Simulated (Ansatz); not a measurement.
**Si2H5Cl (SMILES [SiH3][SiH2]Cl): BLYP/cc-pVDZ**

Aim: the energy change on altering one bond length of Si2H5Cl at BLYP/cc-pVDZ, from 2 runs. 

The calculation is run with Ansatz 0.2.0.

59 further runs of the same task are left out: 59 set aside as unsound or not needed.

## Step 1: The system as given

The species is Si2H5Cl (8 atoms), meant as a singlet with charge 0. SMILES: `[SiH3][SiH2]Cl`. The shape is that of a PBE0-D4/def2-TZVP optimisation.

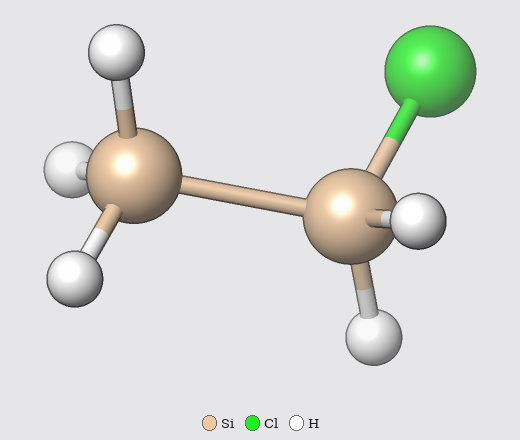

Viewed from a chosen angle; silicon light orange, chlorine green, hydrogen white.

## Step 2: The energy at BLYP/cc-pVDZ

Input file molecule.yaml:

```yaml
crystal:
  periodic: [false, false, false]
  atoms:
    - {symbol: Si, position_ang: [-0.706500, 0.881800, -0.390300]}
    - {symbol: Si, position_ang: [0.573400, -0.938800, 0.325900]}
    - {symbol: Cl, position_ang: [2.431600, -0.252900, 0.908000]}
    - {symbol: H, position_ang: [-2.053000, 0.410100, -0.813000]}
    - {symbol: H, position_ang: [-0.034300, 1.540700, -1.540000]}
    - {symbol: H, position_ang: [-0.854500, 1.855700, 0.722100]}
    - {symbol: H, position_ang: [-0.041800, -1.622800, 1.491400]}
    - {symbol: H, position_ang: [0.777200, -1.930900, -0.759900]}
basis:
  gaussian: {orbitals: cc-pVDZ}
hamiltonian: {xc: {name: BLYP}}
accuracy: high
output: {orbitals: {seedname: orbitals}}
```

Command:

```sh
$ ansatz run molecule.yaml --threads 1 --pin off --max-ram 3480MiB --events-out events.jsonl --progress --plain --runs-dir runs
```

Output:

```text
Warning: RAYON_NUM_THREADS=1 ignored (pool sized by the plan → 1); use --threads N
Functional definition: BLYP
  name "BLYP"
  parameter beta = 0.0042
  parameter a = 0.04918
  parameter b = 0.132
  parameter c = 0.2533
  parameter d = 0.349
  exchange = b88_x(beta = beta)
  correlation = lyp_c(a = a, b = b, c = c, d = d)
1853 factors; integrals over basis functions are off by at most 3.8e-9 eV
mean field evaluation 1: about -28358.1878 eV, gradient 1.7e1 eV
mean field evaluation 2: about -28359.0385 eV, gradient 1.0e1 eV
mean field evaluation 4: about -28359.3778 eV, gradient 7.7e-1 eV
mean field evaluation 8: about -28359.3710 eV, gradient 8.7e-3 eV
mean field evaluation 16: about -28359.3710 eV, gradient 1.5e-6 eV
mean field -28359.37101335 eV, -1042.1876620685 hartree, gradient 5.9e-8 eV, S^2 0.000000; 0 other end points of the search recorded, 0 dependent functions left out
reference -28359.37107228 eV, -1042.1876642343 hartree; 25, 25 occupied and 54, 54 virtual orbitals, 1853 factors
Total energy: -28359.37107228 eV, -1042.1876642343 hartree
```

Run time: 6.3 s. Hardware: 1 thread of Arm Neoverse V1, shared host; peak memory 0.2 GiB.

## Step 3: The distorted shape, same level

Input file input.yaml:

```yaml
crystal:
  periodic: [false, false, false]
  atoms:
    - symbol: Si
      position_ang: [-0.614201, 0.984421, -0.565162]
    - symbol: Si
      position_ang: [0.665699, -0.836179, 0.151038]
    - symbol: Cl
      position_ang: [2.523899, -0.150279, 0.733138]
    - symbol: H
      position_ang: [-1.960701, 0.512721, -0.987862]
    - symbol: H
      position_ang: [0.057999, 1.643321, -1.714862]
    - symbol: H
      position_ang: [-0.762201, 1.958321, 0.547238]
    - symbol: H
      position_ang: [-0.041800, -1.622800, 1.491400]
    - symbol: H
      position_ang: [0.869499, -1.828279, -0.934762]
basis:
  gaussian:
    orbitals: cc-pVDZ
hamiltonian:
  xc: {name: BLYP}
accuracy: high
output: {orbitals: {seedname: orbitals}}
```

Command:

```sh
$ ansatz run input.yaml --threads 1 --pin off --max-ram 3480MiB --events-out events.jsonl --progress --plain --runs-dir runs
```

Output (excerpt; [...] marks lines left out):

```text
Warning: RAYON_NUM_THREADS=1 ignored (pool sized by the plan → 1); use --threads N
[... 9 set-up lines as earlier in the session ...]
1849 factors; integrals over basis functions are off by at most 3.9e-9 eV
mean field evaluation 1: about -28358.0109 eV, gradient 1.6e1 eV
mean field evaluation 2: about -28358.7662 eV, gradient 1.1e1 eV
mean field evaluation 4: about -28359.1315 eV, gradient 8.7e-1 eV
mean field evaluation 8: about -28359.1250 eV, gradient 1.4e-2 eV
mean field evaluation 16: about -28359.1250 eV, gradient 4.3e-6 eV
mean field -28359.12501321 eV, -1042.1786217303 hartree, gradient 4.8e-8 eV, S^2 0.000000; 0 other end points of the search recorded, 0 dependent functions left out
reference -28359.12507252 eV, -1042.1786239096 hartree; 25, 25 occupied and 54, 54 virtual orbitals, 1849 factors
Total energy: -28359.12507252 eV, -1042.1786239096 hartree
```

Run time: 6.3 s. Hardware: 1 thread of Arm Neoverse V1, shared host; peak memory 0.2 GiB.

## Step 4: Results

At BLYP/cc-pVDZ:

| quantity | value |
| --- | --- |
| first shape: total energy | -1042.18766 Eh |
| first shape: HOMO energy | -6.76 eV |
| first shape: LUMO energy | -0.96 eV |
| first shape: HOMO–LUMO gap | 5.80 eV |
| distorted shape: total energy | -1042.17862 Eh |
| distorted shape: HOMO energy | -6.78 eV |
| distorted shape: LUMO energy | -0.98 eV |
| distorted shape: HOMO–LUMO gap | 5.79 eV |
| energy change with the Si2–H7 bond stretched from 1.485 to 1.708 Å | 0.246 eV |

With the Si2–H7 bond stretched from 1.485 to 1.708 Å the energy rises by 0.25 eV (23.7 kJ/mol). The first shape isn't relaxed at this level, so the change isn't measured from a minimum.
